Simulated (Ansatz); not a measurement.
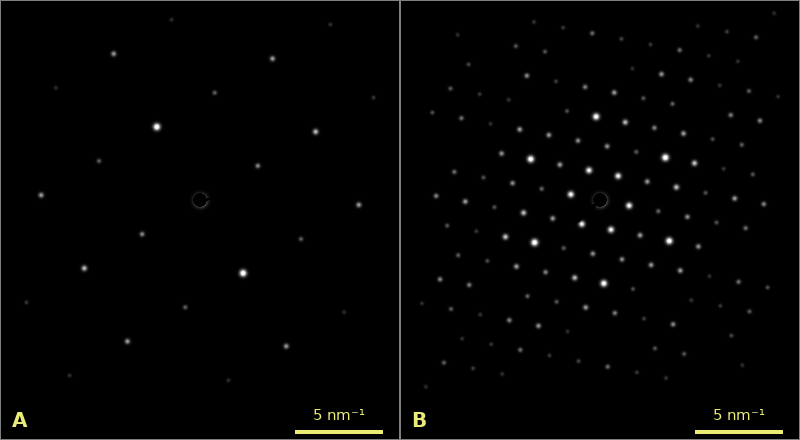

Kinematic electron diffraction patterns (200 kV, B = 0.5 Å², same scale, each along a low-index zone) of two structures of composition Li3B, each relaxed at zero pressure with DFT PBE, scalar-relativistic, plane waves, PAW in Ansatz 0.2.0.

The structures (standard cells):
1. P2_1/m (No. 11), a = 6.431 Å, b = 3.062 Å, c = 6.527 Å, β = 116.10°, 8 atoms; generated start, possibly hypothetical
2. P6_3/mmc (No. 194), a = 5.179 Å, c = 4.097 Å (hexagonal axes), 8 atoms; generated start, possibly hypothetical

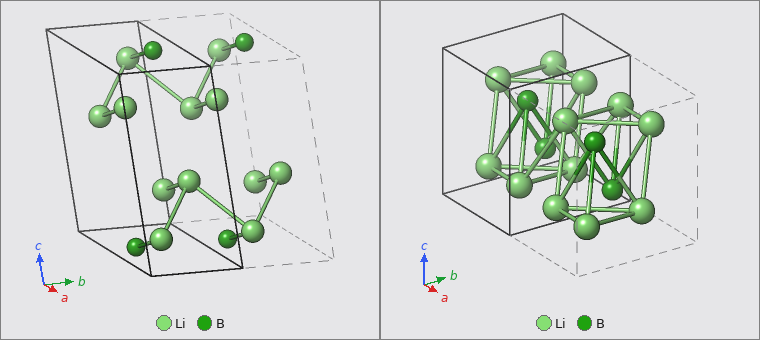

Drawings of the structures 1 to 2, from left to right (each may span several cells).

Q: Which pattern belongs to which structure, and along which zone?

A: A is structure 2 along [210] or an equivalent direction: rectangular net of 1 -2 0 at d = 2.59 Å and 0 0 2 at d = 2.05 Å, 90.0° apart (some points of this net are extinct or too weak to see). B is structure 1 along [010]: oblique net (close to centred rectangular) of 0 0 1 at d = 5.86 Å and 1 0 0 at d = 5.77 Å, 63.9° apart (some points of this net are extinct or too weak to see).

Q: Rank the structures by their computed energy.

A: Structure 1 (P2_1/m, 14.43 Å³ an atom) is the lowest of these; structure 2 (P6_3/mmc, 11.90 Å³ an atom) lies about 450 meV an atom higher. These are static energies at 0 K; other structures, not shown, may lie lower still.
